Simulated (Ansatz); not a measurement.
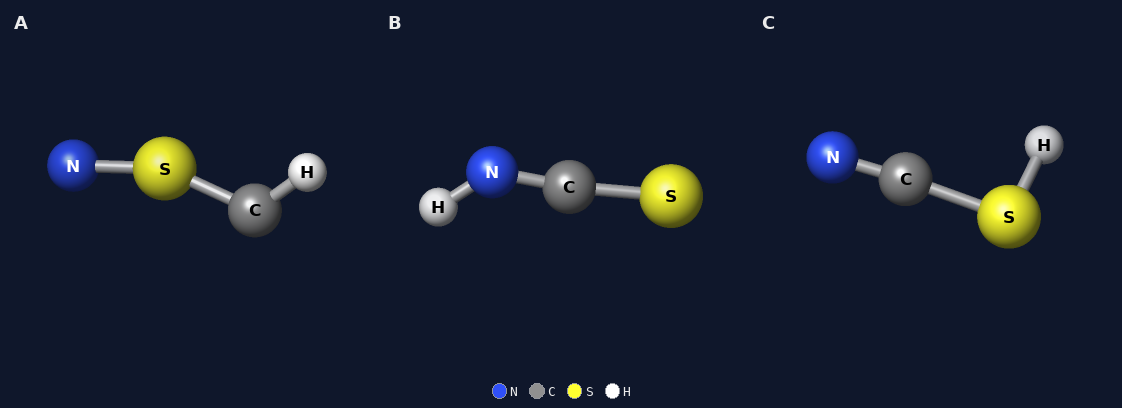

3 stationary structures of one formula. Geometries: PBE-D4/def2-SVP. Electronic energies: PBE-D4/def2-SVP (Ansatz 0.2.0), without zero-point energy. No frequency run is at hand to confirm each as a minimum.

Question: Which is lowest in energy, and by how much?

Answer: B is lowest; C lies 0.743 eV above it, A lies 5.491 eV above it.
